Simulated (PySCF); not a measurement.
**H2O3Si2: relaxation and vibrations and intensities**

The task, for H2O3Si2: 2 runs in a chain (relaxation and vibrations and intensities).

Method: relaxation, b3lyp, def2-tzvp, and further levels as typed in the inputs, in PySCF 2.14.0.

**1. The starting structure**

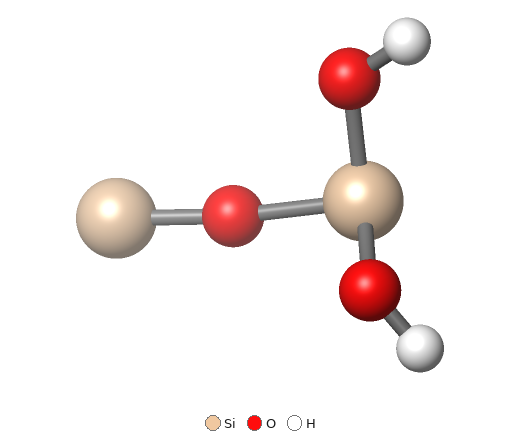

Start, viewed from a chosen angle; silicon light orange, oxygen red, hydrogen white.

As a file:

```xyz
7

Si   -0.0284    0.0754   -0.2639
O     1.7320   -0.0015   -0.0998
Si    3.2695   -0.2051    0.1006
O    -0.4444    1.3963    0.5980
O    -0.3558   -1.3509    0.4570
H    -0.8674    2.1638    0.1953
H    -1.2623   -1.6669    0.5589
```

**2. Relaxation: H2O3Si2, charge +1**

The input, run.py:

```python
from pyscf import gto, dft
from pyscf.geomopt.geometric_solver import optimize
mol = gto.M(atom="mol.xyz", basis="def2-tzvp", charge=1, spin=1, verbose=4)
mf = dft.UKS(mol, xc="b3lyp").density_fit().run(conv_tol=1e-9)
for i in range(6):  # look for a lower solution of the same spin
    mo, _, ok, _ = mf.stability(return_status=True)
    if ok: break
    mf.kernel(mf.make_rdm1(mo, mf.mo_occ))
print(f"converged SCF energy = {mf.e_tot:.10f}, stable: {ok}")
mf = mf.newton()  # steadier than the usual iterations for open shells
m = optimize(mf, maxsteps=60)
print("optimised structure (A):")
for k in range(m.natm): print(m.atom_symbol(k), *(f"{x:.8f}" for x in m.atom_coords(unit="A")[k]))
```

Launch:

```bash
> python run.py
```

What it wrote:

```text
[INPUT] num. atoms = 7
[INPUT] num. electrons = 53
[INPUT] charge = 1
[INPUT] spin (= nelec alpha-beta = 2S) = 1
[INPUT] symmetry False subgroup None
[INPUT] Mole.unit = angstrom
[INPUT] Symbol           X                Y                Z      unit          X                Y                Z       unit  Magmom
[INPUT]  1 Si    -0.028400000000   0.075400000000  -0.263900000000 AA   -0.053668221938   0.142485349792  -0.498698724273 Bohr   0.0
[INPUT]  2 O      1.732000000000  -0.001500000000  -0.099800000000 AA    3.273005647747  -0.002834589187  -0.188594667232 Bohr   0.0
[INPUT]  3 Si     3.269500000000  -0.205100000000   0.100600000000 AA    6.178459564265  -0.387582828148   0.190106448131 Bohr   0.0
[INPUT]  4 O     -0.444400000000   1.396300000000   0.598000000000 AA   -0.839794289757   2.638624587730   1.130056222490 Bohr   0.0
[INPUT]  5 O     -0.355800000000  -1.350900000000   0.457000000000 AA   -0.672364555120  -2.552831021675   0.863604838926 Bohr   0.0
[INPUT]  6 H     -0.867400000000   2.163800000000   0.195300000000 AA   -1.639148440448   4.088989388334   0.369063512128 Bohr   0.0
[INPUT]  7 H     -1.262300000000  -1.666900000000   0.558900000000 AA   -2.385401287038  -3.149984477038   1.056167931019 Bohr   0.0

nuclear repulsion = 266.970862940998
number of shells = 67
number of NR pGTOs = 280
number of NR cGTOs = 179
basis = def2-tzvp
ecp = {}

******** <class 'pyscf.df.df_jk.DFUKS'> ********
method = DFUKS
initial guess = minao
damping factor = 0
level_shift factor = 0
DIIS = <class 'pyscf.scf.diis.CDIIS'>
diis_start_cycle = 1
diis_space = 8
diis_damp = 0
SCF conv_tol = 1e-09
SCF conv_tol_grad = None
SCF max_cycles = 50
direct_scf = False
number electrons alpha = 27  beta = 26
XC library pyscf.dft.libxc version 7.0.0
    S. Lehtola, C. Steigemann, M. J.T. Oliveira, and M. A.L. Marques.,  SoftwareX 7, 1–5 (2018)
XC functionals = b3lyp
    P. J. Stephens, F. J. Devlin, C. F. Chabalowski, and M. J. Frisch.,  J. Phys. Chem. 98, 11623 (1994)
radial grids:
    Treutler-Ahlrichs [JCP 102, 346 (1995); DOI:10.1063/1.469408] (M4) radial grids

becke partition: Becke, JCP 88, 2547 (1988); DOI:10.1063/1.454033
pruning grids: <function nwchem_prune at 0xfc4572ad40e0>
grids dens level: 3
symmetrized grids: False
atomic radii adjust function: <function treutler_atomic_radii_adjust at 0xfc4572ad47c0>
small_rho_cutoff = 0
Set gradient conv threshold to 3.16228e-05
tot grids = 100224
******** <class 'pyscf.df.df.DF'> ********
auxbasis = def2-tzvp-jkfit
init E= -806.542991943144
[... the frontier-level lines of each cycle are left out ...]


cycle= 1 E= -805.536760471865  delta_E= 1.01  |g|= 0.949  |ddm|= 1.67
cycle= 2 E= -803.303197035804  delta_E= 2.23  |g|= 2.35  |ddm|= 1.75
cycle= 3 E= -805.836583407166  delta_E= -2.53  |g|= 0.204  |ddm|= 1.41
cycle= 4 E= -805.846495710972  delta_E= -0.00991  |g|= 0.215  |ddm|= 0.358
cycle= 5 E= -805.863182334976  delta_E= -0.0167  |g|= 0.0516  |ddm|= 0.12
cycle= 6 E= -805.864210704538  delta_E= -0.00103  |g|= 0.0118  |ddm|= 0.0491
cycle= 7 E= -805.864272518509  delta_E= -6.18e-05  |g|= 0.00257  |ddm|= 0.00931
cycle= 8 E= -805.864274546848  delta_E= -2.03e-06  |g|= 0.00233  |ddm|= 0.00322
cycle= 9 E= -805.864276550516  delta_E= -2e-06  |g|= 0.00053  |ddm|= 0.00148
cycle= 10 E= -805.864276721145  delta_E= -1.71e-07  |g|= 0.000129  |ddm|= 0.000501
cycle= 11 E= -805.864276748395  delta_E= -2.73e-08  |g|= 5.37e-05  |ddm|= 0.000297
cycle= 12 E= -805.864276751747  delta_E= -3.35e-09  |g|= 1.76e-05  |ddm|= 8.7e-05
cycle= 13 E= -805.864276752491  delta_E= -7.44e-10  |g|= 1.34e-05  |ddm|= 4.97e-05
Extra cycle  E= -805.864276752471  delta_E= 2e-11  |g|= 2.53e-05  |ddm|= 3.36e-05
converged SCF energy = -805.864276752471  <S^2> = 0.75197609  2S+1 = 2.0019751
uhf_internal: lowest eigs of H = [0.14114599 0.14902307 0.24710584]
<class 'pyscf.df.df_jk.DFUKS'> wavefunction is stable in the internal stability analysis
converged SCF energy = -805.8642767525, stable: True
Create scanner for <class 'pyscf.df.grad.uks.Gradients'>
Create scanner for <class 'pyscf.soscf.newton_ah.SecondOrderDFUKS'>

Geometry optimization cycle 1
Cartesian coordinates (Angstrom)
 Atom        New coordinates             dX        dY        dZ
  Si  -0.028400   0.075400  -0.263900    0.000000  0.000000  0.000000
   O   1.732000  -0.001500  -0.099800   -0.000000  0.000000  0.000000
  Si   3.269500  -0.205100   0.100600    0.000000  0.000000  0.000000
   O  -0.444400   1.396300   0.598000    0.000000  0.000000  0.000000
   O  -0.355800  -1.350900   0.457000    0.000000  0.000000  0.000000
   H  -0.867400   2.163800   0.195300    0.000000  0.000000 -0.000000
   H  -1.262300  -1.666900   0.558900    0.000000  0.000000  0.000000

WARN: Mole.unit (angstrom) is changed to Bohr

New geometry
   1 Si    -0.028400000000   0.075400000000  -0.263900000000 AA   -0.053668221938   0.142485349792  -0.498698724273 Bohr
   2 O      1.732000000000  -0.001500000000  -0.099800000000 AA    3.273005647747  -0.002834589187  -0.188594667232 Bohr
   3 Si     3.269500000000  -0.205100000000   0.100600000000 AA    6.178459564265  -0.387582828148   0.190106448131 Bohr
   4 O     -0.444400000000   1.396300000000   0.598000000000 AA   -0.839794289757   2.638624587730   1.130056222490 Bohr
   5 O     -0.355800000000  -1.350900000000   0.457000000000 AA   -0.672364555120  -2.552831021675   0.863604838926 Bohr
   6 H     -0.867400000000   2.163800000000   0.195300000000 AA   -1.639148440448   4.088989388334   0.369063512128 Bohr
   7 H     -1.262300000000  -1.666900000000   0.558900000000 AA   -2.385401287038  -3.149984477038   1.056167931019 Bohr

******** <class 'pyscf.scf.hf.SecondOrderDFUKS_Scanner'> ********
method = SecondOrderDFUKS_Scanner
initial guess = minao
damping factor = 0
level_shift factor = 0
DIIS = <class 'pyscf.scf.diis.CDIIS'>
diis_start_cycle = 1
diis_space = 8
diis_damp = 0
SCF conv_tol = 1e-09
SCF conv_tol_grad = None
SCF max_cycles = 50
direct_scf = False
number electrons alpha = 27  beta = 26
XC library pyscf.dft.libxc version 7.0.0
    S. Lehtola, C. Steigemann, M. J.T. Oliveira, and M. A.L. Marques.,  SoftwareX 7, 1–5 (2018)
XC functionals = b3lyp
    P. J. Stephens, F. J. Devlin, C. F. Chabalowski, and M. J. Frisch.,  J. Phys. Chem. 98, 11623 (1994)
radial grids:
    Treutler-Ahlrichs [JCP 102, 346 (1995); DOI:10.1063/1.469408] (M4) radial grids

becke partition: Becke, JCP 88, 2547 (1988); DOI:10.1063/1.454033
pruning grids: <function nwchem_prune at 0xfc4572ad40e0>
grids dens level: 3
symmetrized grids: False
atomic radii adjust function: <function treutler_atomic_radii_adjust at 0xfc4572ad47c0>
small_rho_cutoff = 0
******** <class 'pyscf.df.df_jk.DFUKS'> Newton solver flags ********
SCF tol = 1e-09
conv_tol_grad = None
max. SCF cycles = 50
direct_scf = False
max_cycle_inner = 12
max_stepsize = 0.05
ah_start_tol = 1e+09
ah_level_shift = 0
ah_conv_tol = 1e-12
ah_lindep = 1e-14
ah_start_cycle = 1
ah_max_cycle = 40
ah_grad_trust_region = 2.5
kf_interval = 4
kf_trust_region = 5
canonicalization = True
Set conv_tol_grad to 3.16228e-05
tot grids = 100224
******** <class 'pyscf.df.df.DF'> ********
auxbasis = def2-tzvp-jkfit
Initial guess E= -805.864276751564  |g|= 5.66169e-05
macro= 0  E= -805.864276752765  delta_E= -1.20053e-09  |g|= 5.66169e-05  1 KF 3 JK
macro= 1  E= -805.864276752766  delta_E= -9.09495e-13  |g|= 4.22794e-06  1 KF 2 JK
Canonicalize SCF orbitals
macro X = 2  E=-805.864276752766  |g|= 4.22794e-06  total 3 KF 8 JK
converged SCF energy = -805.864276752766  <S^2> = 0.75197646  2S+1 = 2.0019755

******** <class 'pyscf.grad.rhf.Gradients_Scanner'> for <class 'pyscf.scf.hf.SecondOrderDFUKS_Scanner'> ********
unit = Eh/Bohr
grid_response = False
--------------- SecondOrderDFUKS_Scanner gradients ---------------
         x                y                z
0 Si    -0.0049864151     0.0011419167    -0.0086427424
1 O    -0.0078797990     0.0012728503    -0.0010179443
2 Si     0.0150158791    -0.0019553133     0.0020352300
3 O    -0.0011953267     0.0055358280     0.0045868689
4 O     0.0002382511    -0.0065728063     0.0037603698
[... 513 lines left out ...]
Set conv_tol_grad to 3.16228e-05
tot grids = 100224
******** <class 'pyscf.df.df.DF'> ********
auxbasis = def2-tzvp-jkfit
Initial guess E= -805.86490344339  |g|= 0.0012886
macro= 0  E= -805.864904331394  delta_E= -8.88004e-07  |g|= 0.000142611  2 KF 8 JK
macro= 1  E= -805.864904331394  delta_E= 6.82121e-13  |g|= 7.6795e-06  1 KF 2 JK
Canonicalize SCF orbitals
macro X = 2  E=-805.864904331394  |g|= 7.6795e-06  total 4 KF 13 JK
converged SCF energy = -805.864904331394  <S^2> = 0.75192514  2S+1 = 2.0019242

******** <class 'pyscf.grad.rhf.Gradients_Scanner'> for <class 'pyscf.scf.hf.SecondOrderDFUKS_Scanner'> ********
unit = Eh/Bohr
grid_response = False
--------------- SecondOrderDFUKS_Scanner gradients ---------------
         x                y                z
0 Si     0.0001329570    -0.0000650502     0.0000621509
1 O    -0.0003934115     0.0000612513    -0.0001626956
2 Si     0.0003812746    -0.0000708572     0.0001088871
3 O    -0.0000716666     0.0000171672    -0.0001722260
4 O    -0.0001855109     0.0000995404    -0.0000137788
5 H     0.0000338014     0.0000218376     0.0001447324
6 H     0.0000949773    -0.0000893045     0.0000322271
----------------------------------------------
cycle 7: E = -805.864904331  dE = -4.19938e-06  norm(grad) = 0.000702296

Geometry optimization cycle 8
Cartesian coordinates (Angstrom)
 Atom        New coordinates             dX        dY        dZ
  Si  -0.004171   0.079669  -0.264155    0.000964  0.000902 -0.000085
   O   1.732174   0.007958  -0.084615    0.001179  0.001521  0.002206
  Si   3.258459  -0.185501   0.089781    0.001560  0.002989 -0.001883
   O  -0.444703   1.385040   0.585399   -0.000692  0.000235  0.000137
   O  -0.357501  -1.339549   0.428443    0.000631 -0.000195 -0.002371
   H  -0.883263   2.149292   0.197231   -0.002694 -0.001337 -0.000851
   H  -1.263351  -1.633755   0.576685   -0.000093  0.003665  0.001537
New geometry
   1 Si    -0.004171295198   0.079669378075  -0.264155105224 AA   -0.007882605509   0.150553305077  -0.499180803279 Bohr
   2 O      1.732174220427   0.007957577955  -0.084615096416 AA    3.273334876639   0.015037642950  -0.159899358230 Bohr
   3 Si     3.258458795703  -0.185500820903   0.089780615065 AA    6.157594712059  -0.350545747388   0.169660773768 Bohr
   4 O     -0.444703357875   1.385040179802   0.585398664853 AA   -0.840367553058   2.617346611344   1.106243150258 Bohr
   5 O     -0.357500849116  -1.339549014915   0.428443448907 AA   -0.675578694129  -2.531380768620   0.809640778299 Bohr
   6 H     -0.883262561967   2.149291912152   0.197230586007 AA   -1.669124338199   4.061573075711   0.372711790940 Bohr
   7 H     -1.263351434817  -1.633754605036   0.576684841703 AA   -2.387388210881  -3.087348758264   1.089776411007 Bohr

******** <class 'pyscf.scf.hf.SecondOrderDFUKS_Scanner'> ********
method = SecondOrderDFUKS_Scanner
initial guess = minao
damping factor = 0
level_shift factor = 0
DIIS = <class 'pyscf.scf.diis.CDIIS'>
diis_start_cycle = 1
diis_space = 8
diis_damp = 0
SCF conv_tol = 1e-09
SCF conv_tol_grad = None
SCF max_cycles = 50
direct_scf = False
number electrons alpha = 27  beta = 26
XC library pyscf.dft.libxc version 7.0.0
    S. Lehtola, C. Steigemann, M. J.T. Oliveira, and M. A.L. Marques.,  SoftwareX 7, 1–5 (2018)
XC functionals = b3lyp
    P. J. Stephens, F. J. Devlin, C. F. Chabalowski, and M. J. Frisch.,  J. Phys. Chem. 98, 11623 (1994)
radial grids:
    Treutler-Ahlrichs [JCP 102, 346 (1995); DOI:10.1063/1.469408] (M4) radial grids

becke partition: Becke, JCP 88, 2547 (1988); DOI:10.1063/1.454033
pruning grids: <function nwchem_prune at 0xfc4572ad40e0>
grids dens level: 3
symmetrized grids: False
atomic radii adjust function: <function treutler_atomic_radii_adjust at 0xfc4572ad47c0>
small_rho_cutoff = 0
******** <class 'pyscf.df.df_jk.DFUKS'> Newton solver flags ********
SCF tol = 1e-09
conv_tol_grad = None
max. SCF cycles = 50
direct_scf = False
max_cycle_inner = 12
max_stepsize = 0.05
ah_start_tol = 1e+09
ah_level_shift = 0
ah_conv_tol = 1e-12
ah_lindep = 1e-14
ah_start_cycle = 1
ah_max_cycle = 40
ah_grad_trust_region = 2.5
kf_interval = 4
kf_trust_region = 5
canonicalization = True
Set conv_tol_grad to 3.16228e-05
tot grids = 100224
******** <class 'pyscf.df.df.DF'> ********
auxbasis = def2-tzvp-jkfit
Initial guess E= -805.864905533335  |g|= 0.000634105
macro= 0  E= -805.864905745621  delta_E= -2.12286e-07  |g|= 5.97399e-05  2 KF 7 JK
macro= 1  E= -805.86490574562  delta_E= 9.09495e-13  |g|= 9.19422e-06  1 KF 2 JK
Canonicalize SCF orbitals
macro X = 2  E=-805.86490574562  |g|= 9.19422e-06  total 4 KF 12 JK
converged SCF energy = -805.86490574562  <S^2> = 0.75192605  2S+1 = 2.0019251

******** <class 'pyscf.grad.rhf.Gradients_Scanner'> for <class 'pyscf.scf.hf.SecondOrderDFUKS_Scanner'> ********
unit = Eh/Bohr
grid_response = False
--------------- SecondOrderDFUKS_Scanner gradients ---------------
         x                y                z
0 Si    -0.0000562799    -0.0000193138     0.0000332052
1 O    -0.0000381487     0.0000270783    -0.0000527840
2 Si     0.0001435003    -0.0000383285     0.0000507878
3 O    -0.0000305303    -0.0000032660    -0.0001241352
4 O    -0.0000851809     0.0000294312    -0.0000376166
5 H     0.0000188609     0.0000144101     0.0000904217
6 H     0.0000395524    -0.0000317873     0.0000363708
----------------------------------------------
cycle 8: E = -805.864905746  dE = -1.41423e-06  norm(grad) = 0.000269787

Geometry optimization cycle 9
Cartesian coordinates (Angstrom)
 Atom        New coordinates             dX        dY        dZ
  Si  -0.003694   0.080168  -0.263506    0.000478  0.000499  0.000649
   O   1.732619   0.009058  -0.083572    0.000445  0.001100  0.001043
  Si   3.259094  -0.183373   0.088569    0.000635  0.002128 -0.001212
   O  -0.445013   1.385369   0.586033   -0.000310  0.000329  0.000634
   O  -0.356735  -1.339554   0.428337    0.000766 -0.000005 -0.000107
   H  -0.884433   2.148424   0.196332   -0.001170 -0.000868 -0.000899
   H  -1.263076  -1.632449   0.576597    0.000276  0.001306 -0.000088
New geometry
   1 Si    -0.003693589140   0.080168406609  -0.263505656124 AA   -0.006979871891   0.151496332333  -0.497953522348 Bohr
   2 O      1.732619250847   0.009057767834  -0.083571957926 AA    3.274175862250   0.017116700507  -0.157928112174 Bohr
   3 Si     3.259093573304  -0.183373250750   0.088569042849 AA    6.158794267874  -0.346525222489   0.167371234099 Bohr
   4 O     -0.445013209258   1.385369033090   0.586032850893 AA   -0.840953087312   2.617968053994   1.107441588186 Bohr
   5 O     -0.356734711822  -1.339554190909   0.428336852977 AA   -0.674130904469  -2.531390549831   0.809439341185 Bohr
   6 H     -0.884432571997   2.148423842648   0.196331937078 AA   -1.671335336719   4.059932662091   0.371013590583 Bohr
   7 H     -1.263075873358  -1.632448710219   0.576597211304 AA   -2.386867475192  -3.084880974714   1.089610813553 Bohr

******** <class 'pyscf.scf.hf.SecondOrderDFUKS_Scanner'> ********
method = SecondOrderDFUKS_Scanner
initial guess = minao
damping factor = 0
level_shift factor = 0
DIIS = <class 'pyscf.scf.diis.CDIIS'>
diis_start_cycle = 1
diis_space = 8
diis_damp = 0
SCF conv_tol = 1e-09
SCF conv_tol_grad = None
SCF max_cycles = 50
direct_scf = False
number electrons alpha = 27  beta = 26
XC library pyscf.dft.libxc version 7.0.0
    S. Lehtola, C. Steigemann, M. J.T. Oliveira, and M. A.L. Marques.,  SoftwareX 7, 1–5 (2018)
XC functionals = b3lyp
    P. J. Stephens, F. J. Devlin, C. F. Chabalowski, and M. J. Frisch.,  J. Phys. Chem. 98, 11623 (1994)
radial grids:
    Treutler-Ahlrichs [JCP 102, 346 (1995); DOI:10.1063/1.469408] (M4) radial grids

becke partition: Becke, JCP 88, 2547 (1988); DOI:10.1063/1.454033
pruning grids: <function nwchem_prune at 0xfc4572ad40e0>
grids dens level: 3
symmetrized grids: False
atomic radii adjust function: <function treutler_atomic_radii_adjust at 0xfc4572ad47c0>
small_rho_cutoff = 0
******** <class 'pyscf.df.df_jk.DFUKS'> Newton solver flags ********
SCF tol = 1e-09
conv_tol_grad = None
max. SCF cycles = 50
direct_scf = False
max_cycle_inner = 12
max_stepsize = 0.05
ah_start_tol = 1e+09
ah_level_shift = 0
ah_conv_tol = 1e-12
ah_lindep = 1e-14
ah_start_cycle = 1
ah_max_cycle = 40
ah_grad_trust_region = 2.5
kf_interval = 4
kf_trust_region = 5
canonicalization = True
Set conv_tol_grad to 3.16228e-05
tot grids = 100224
******** <class 'pyscf.df.df.DF'> ********
auxbasis = def2-tzvp-jkfit
Initial guess E= -805.864906143784  |g|= 0.000368928
macro= 0  E= -805.86490621229  delta_E= -6.85068e-08  |g|= 4.20068e-05  2 KF 7 JK
macro= 1  E= -805.864906212292  delta_E= -1.36424e-12  |g|= 4.95467e-06  1 KF 2 JK
Canonicalize SCF orbitals
macro X = 2  E=-805.864906212292  |g|= 4.95467e-06  total 4 KF 12 JK
converged SCF energy = -805.864906212292  <S^2> = 0.75192668  2S+1 = 2.0019258

******** <class 'pyscf.grad.rhf.Gradients_Scanner'> for <class 'pyscf.scf.hf.SecondOrderDFUKS_Scanner'> ********
unit = Eh/Bohr
grid_response = False
--------------- SecondOrderDFUKS_Scanner gradients ---------------
         x                y                z
0 Si    -0.0001068475     0.0000068420     0.0000327018
1 O     0.0001391157     0.0000051810    -0.0000086077
2 Si    -0.0000406226    -0.0000144724     0.0000151962
3 O     0.0000001390    -0.0000225898    -0.0000545734
4 O    -0.0000029831    -0.0000108344    -0.0000367994
5 H     0.0000088073     0.0000057753     0.0000266154
6 H    -0.0000057871     0.0000095544     0.0000204936
----------------------------------------------
cycle 9: E = -805.864906212  dE = -4.66672e-07  norm(grad) = 0.000201023
optimised structure (A):
Si -0.00369359 0.08016841 -0.26350566
O 1.73261925 0.00905777 -0.08357196
Si 3.25909357 -0.18337325 0.08856904
O -0.44501321 1.38536903 0.58603285
O -0.35673471 -1.33955419 0.42833685
H -0.88443257 2.14842384 0.19633194
H -1.26307587 -1.63244871 0.57659721
```

It took 4.7 min on 8 threads of Arm Neoverse N1, shared host.

(Part 1 of 2 ends here.)
